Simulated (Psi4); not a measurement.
**Run report: SiH$_{2}$Cl, single-point calculation (part 1 of 2)**

- system: SiH$_{2}$Cl, multiplicity 2
- method: CCSD(T)/def2-TZVP, UHF (Psi4 1.11)

The geometry was optimised with CAM-B3LYP/def2-SVP.

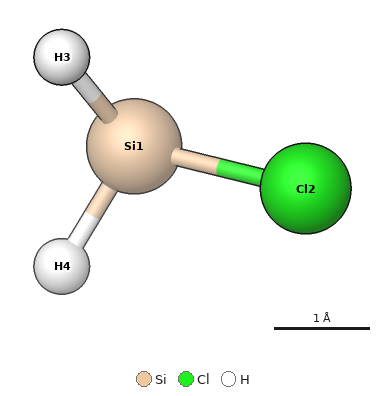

Fig. 1: The input geometry (ball-and-stick view, seen at a tilt; atoms are numbered from 1 in the order of the input).

## Input file (clh2si.inp)
```
memory 1.6 GB

molecule system {
  0 2
  Si    -0.306945     0.244325     0.124501
  Cl     1.616805    -0.059699     0.819345
  H     -1.082290    -1.020167     0.273111
  H     -0.246450     0.661256    -1.305426
  units angstrom
  symmetry c1
}

set {
  basis def2-TZVP
  reference uhf
  scf_type pk
  num_frozen_docc 10
}

energy('ccsd(t)')
print_variables()
```

Launch command:
```bash
psi4 -i clh2si.inp -o clh2si.out -n 1
```

## Output
```
Psi4 1.11 release

   => Loading Basis Set <=

    Name: DEF2-TZVP
    Role: ORBITAL
    Keyword: BASIS

         ---------------------------------------------------------
                                   SCF
                              UHF Reference
                        1 Threads,   1525 MiB Core
         ---------------------------------------------------------

  ==> Geometry <==

    Molecular point group: c1
    Full point group: C1

    Geometry (in Angstrom), charge = 0, multiplicity = 2:

       Center              X                  Y                   Z               Mass
    ------------   -----------------  -----------------  -----------------  -----------------
         SI          -1.024467708903     0.176805895237    -0.354157141872    27.976926534650
         CL           0.899282291097    -0.127218104763     0.340686858128    34.968852682000
         H           -1.799812708903    -1.087686104763    -0.205547141872     1.007825032230
         H           -0.963972708903     0.593736895237    -1.784084141872     1.007825032230

  Running in c1 symmetry.

  Rotational constants: A =      4.31744  B =      0.23214  C =      0.22544 [cm^-1]
  Rotational constants: A = 129433.51871  B =   6959.45798  C =   6758.41735 [MHz]
  Nuclear repulsion =   77.229845694666153

  Charge       = 0
  Multiplicity = 2
  Electrons    = 33
  Nalpha       = 17
  Nbeta        = 16

  ==> Algorithm <==

  SCF Algorithm Type is PK.
  DIIS enabled.
  MOM disabled.
  Fractional occupation disabled.
  Guess Type is SAD.
  Energy threshold   = 1.00e-08
  Density threshold  = 1.00e-08
  Integral threshold = 1.00e-12

  ==> Primary Basis <==

  Basis Set: DEF2-TZVP
    Blend: DEF2-TZVP
    Number of shells: 34
    Number of basis functions: 86
    Number of Cartesian functions: 96
    Spherical Harmonics?: true
    Max angular momentum: 3

  ==> Integral Setup <==

  Using in-core PK algorithm.
   Calculation information:
      Number of atoms:                   4
      Number of AO shells:              34
      Number of primitives:             66
      Number of atomic orbitals:        96
      Number of basis functions:        86

      Integral cutoff                 1.00e-12
      Number of threads:                 1

  Performing in-core PK
  Using 13998822 doubles for integral storage.
  We computed 164781 shell quartets total.
  Whereas there are 177310 unique shell quartets.

  ==> DiskJK: Disk-Based J/K Matrices <==

    J tasked:                  Yes
    K tasked:                  Yes
    wK tasked:                  No
    Memory [MiB]:             1144
    Schwarz Cutoff:          1E-12

  Minimum eigenvalue in the overlap matrix is 5.8794240721E-03.
  Reciprocal condition number of the overlap matrix is 1.3211018016E-03.
    Using symmetric orthogonalization.

  ==> Pre-Iterations <==

  SCF Guess: Superposition of Atomic Densities via on-the-fly atomic UHF (no occupation information).

   -------------------------
    Irrep   Nso     Nmo
   -------------------------
     A         86      86
   -------------------------
    Total      86      86
   -------------------------

  ==> Iterations <==

                        Total Energy        Delta E     RMS |[F,P]|

   @UHF iter SAD:  -749.15668573141602   -7.49157e+02   0.00000e+00
   @UHF iter   1:  -749.59630000758921   -4.39614e-01   2.56853e-03 ADIIS/DIIS
   @UHF iter   2:  -749.62049668035957   -2.41967e-02   8.30392e-04 ADIIS/DIIS
   @UHF iter   3:  -749.62417960891787   -3.68293e-03   2.94714e-04 ADIIS/DIIS
   @UHF iter   4:  -749.62533687340408   -1.15726e-03   9.62242e-05 DIIS
   @UHF iter   5:  -749.62547174334793   -1.34870e-04   3.46850e-05 DIIS
   @UHF iter   6:  -749.62549384165413   -2.20983e-05   1.20187e-05 DIIS
   @UHF iter   7:  -749.62549653610586   -2.69445e-06   4.55167e-06 DIIS
   @UHF iter   8:  -749.62549687495186   -3.38846e-07   1.65341e-06 DIIS
   @UHF iter   9:  -749.62549691879099   -4.38391e-08   5.70455e-07 DIIS
   @UHF iter  10:  -749.62549692467701   -5.88602e-09   2.14903e-07 DIIS
   @UHF iter  11:  -749.62549692559492   -9.17908e-10   7.32734e-08 DIIS
   @UHF iter  12:  -749.62549692570417   -1.09253e-10   2.39206e-08 DIIS
   @UHF iter  13:  -749.62549692571486   -1.06866e-11   6.49272e-09 DIIS
  Energy and wave function converged.

  ==> Post-Iterations <==

   @Spin Contamination Metric:   4.360320599E-03
   @S^2 Expected:                7.500000000E-01
   @S^2 Observed:                7.543603206E-01
   @S   Expected:                5.000000000E-01
   @S   Observed:                5.000000000E-01

    Orbital Energies [Eh]
    ---------------------

    Alpha Occupied:

       1A   -104.831037     2A    -68.830575     3A    -10.560386
       4A     -8.028072     5A     -8.026119     6A     -8.025742
       7A     -6.177363     8A     -4.289455     9A     -4.280482
      10A     -4.279491    11A     -1.101660    12A     -0.726251
      13A     -0.535826    14A     -0.533648    15A     -0.493892
      16A     -0.456406    17A     -0.349964

    Alpha Virtual:

      18A      0.104756    19A      0.145198    20A      0.155218
      21A      0.251273    22A      0.260719    23A      0.276871
      24A      0.300094    25A      0.330487    26A      0.330856
      27A      0.347735    28A      0.396666    29A      0.448268
      30A      0.512793    31A      0.539568    32A      0.544311
      33A      0.587371    34A      0.637125    35A      0.726674
      36A      0.748921    37A      0.771960    38A      0.777691
      39A      0.806995    40A      1.104850    41A      1.159210
      42A      1.166454    43A      1.173844    44A      1.176393
      45A      1.184525    46A      1.225934    47A      1.251350
      48A      1.287042    49A      1.349616    50A      1.368735
      51A      1.447068    52A      1.478692    53A      1.488434
      54A      1.562149    55A      1.746281    56A      2.052843
      57A      2.074293    58A      2.075723    59A      2.130161
      60A      2.138177    61A      2.198626    62A      2.220279
      63A      2.255750    64A      2.316563    65A      2.403682
      66A      2.414643    67A      2.461920    68A      2.478977
      69A      2.550321    70A      2.566663    71A      2.570086
      72A      2.604854    73A      2.624944    74A      2.775660
      75A      2.840861    76A      2.893118    77A      3.108306
      78A      3.214807    79A      6.584418    80A      6.696334
      81A      6.777312    82A     10.782692    83A     11.490430
      84A     11.504087    85A     11.907622    86A     25.557895

    Beta Occupied:

       1A   -104.829999     2A    -68.823974     3A    -10.559366
       4A     -8.026123     5A     -8.025209     6A     -8.023606
       7A     -6.167893     8A     -4.276297     9A     -4.275407
      10A     -4.266579    11A     -1.093954    12A     -0.684192
      13A     -0.523973    14A     -0.522843    15A     -0.473296
      16A     -0.451092

    Beta Virtual:

      17A      0.034125    18A      0.122123    19A      0.167996
      20A      0.174240    21A      0.265767    22A      0.276370
      23A      0.307820    24A      0.316790    25A      0.344256
      26A      0.364855    27A      0.375879    28A      0.419700
      29A      0.470632    30A      0.526898    31A      0.548140
      32A      0.549594    33A      0.597690    34A      0.649753
      35A      0.740275    36A      0.756638    37A      0.779510
      38A      0.798816    39A      0.812006    40A      1.128920
      41A      1.165039    42A      1.186150    43A      1.188546
      44A      1.190236    45A      1.218287    46A      1.242284
      47A      1.266412    48A      1.306926    49A      1.375159
      50A      1.381266    51A      1.466159    52A      1.486712
      53A      1.521286    54A      1.575335    55A      1.756573
      56A      2.057962    57A      2.079673    58A      2.082284
      59A      2.132045    60A      2.141237    61A      2.201618
      62A      2.228547    63A      2.258404    64A      2.320316
      65A      2.406531    66A      2.417683    67A      2.465568
      68A      2.482006    69A      2.555046    70A      2.567453
      71A      2.576190    72A      2.610506    73A      2.627380
      74A      2.781513    75A      2.843446    76A      2.898684
      77A      3.113026    78A      3.217694    79A      6.605615
      80A      6.700078    81A      6.781322    82A     10.792975
      83A     11.493259    84A     11.504572    85A     11.909983
      86A     25.559314

    Final Occupation by Irrep:
              A
    DOCC [    16 ]
    SOCC [     1 ]
    NA   [    17 ]
    NB   [    16 ]

  @UHF Final Energy:  -749.62549692571486

   => Energetics <=

    Nuclear Repulsion Energy =             77.2298456946661531
    One-Electron Energy =               -1191.1605149725351112
    Two-Electron Energy =                 364.3051723521540453
    Total Energy =                       -749.6254969257148559

  UHF NO Occupations:
  HONO-2 :   15  A 1.9997289
  HONO-1 :   16  A 1.9983513
  HONO-0 :   17  A 1.0000000
  LUNO+0 :   18  A 0.0016487
  LUNO+1 :   19  A 0.0002711
  LUNO+2 :   20  A 0.0001288
  LUNO+3 :   21  A 0.0000959

Computation Completed

Properties will be evaluated at   0.000000,   0.000000,   0.000000 [a0]

Properties computed using the SCF density matrix

 Multipole Moments:

 ------------------------------------------------------------------------------------
     Multipole            Electronic (a.u.)      Nuclear  (a.u.)        Total (a.u.)
 ------------------------------------------------------------------------------------

 L = 1.  Multiply by 2.5417464519 to convert [e a0] to [Debye]
 Dipole X            :          2.9144164           -3.4365320           -0.5221155
 Dipole Y            :          0.4288628           -0.3427481            0.0861147
 Dipole Z            :          2.0000550           -2.1848157           -0.1847607
 Magnitude           :                                                    0.5604970

 ------------------------------------------------------------------------------------

	total time  =          1 seconds =       0.02 minutes
 MINTS: Wrapper to libmints.

   Calculation information:
      Number of threads:                 1
      Number of atoms:                   4
      Number of AO shells:              34
      Number of SO shells:              34
      Number of primitives:             66
      Number of atomic orbitals:        96
      Number of basis functions:        86

      Number of irreps:                  1
      Integral cutoff                 1.00e-12
      Number of functions per irrep: [  86 ]

 OEINTS: Overlap, kinetic, potential, dipole, and quadrupole integrals
         stored in file 35.

      Computing two-electron integrals...done
      Computed 6268369 non-zero two-electron integrals.
        Stored in file 33.

	Wfn Parameters:
	--------------------
	Wavefunction         = CCSD_T
	Number of irreps     = 1
	Number of MOs        = 86
	Number of active MOs = 76
	AO-Basis             = NONE
	Semicanonical        = false
	Reference            = UHF
	Print Level          = 1

	IRREP	# MOs	# FZDC	# DOCC	# SOCC	# VIRT	# FZVR
	-----	-----	------	------	------	------	------
	 A	   86	    10	    6	    1	    69	    0
	Transforming integrals...
	IWL integrals will be deleted.
	(OO|OO)...
	Presorting SO-basis two-electron integrals.
	Sorting File: SO Ints (nn|nn) nbuckets = 1
	Constructing frozen core operators
	Starting AA/AB first half-transformation.
	Sorting AA/AB half-transformed integrals.
	Starting BB first half-transformation.
	Sorting BB half-transformed integrals.
	First half integral transformation complete.
	Starting AA second half-transformation.
	Starting AB second half-transformation.
	Starting BB second half-transformation.
	Two-electron integral transformation complete.
	(OO|OV)...
	Starting AA second half-transformation.
	Starting AB second half-transformation.
	Starting BB second half-transformation.
	Two-electron integral transformation complete.
	(OO|VV)...
	Starting AA second half-transformation.
	Starting AB second half-transformation.
	Starting BB second half-transformation.
	Two-electron integral transformation complete.
	(OV|OO)...
	Starting AA/AB first half-transformation.
	Sorting AA/AB half-transformed integrals.
	Starting BB first half-transformation.
	Sorting BB half-transformed integrals.
	First half integral transformation complete.
	Starting AA second half-transformation.
	Starting AB second half-transformation.
	Starting BB second half-transformation.
	Two-electron integral transformation complete.
	(OV|OV)...
	Starting AA second half-transformation.
	Starting AB second half-transformation.
	Starting BB second half-transformation.
	Two-electron integral transformation complete.
	(OV|VV)...
	Starting AA second half-transformation.
	Starting AB second half-transformation.
	Starting BB second half-transformation.
	Two-electron integral transformation complete.
	(VV|OO)...
```
